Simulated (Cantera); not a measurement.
Input: 1 mol Cr, 0.11 mol NH₃, 46 mol N₂, equilibrated at 2.10 Pa.

These are equilibrium values from Cantera (NASA tables, ideal gas, pure condensed phases), not measurements of a reactor. Candidate condensed phases: Cr, CrN, Cr₂N; 11 gas species. Kinetics and transport are ignored.

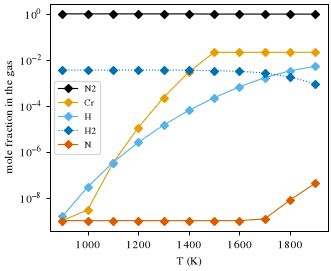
Figure. Equilibrium gas composition (values under 1e-9 drawn at 1e-9)

**Question.** Read off the mole fractions at 1700 K.

**Answer.** N₂ about 0.97, Cr about 0.021, H₂ about 0.0027, H about 0.0017.
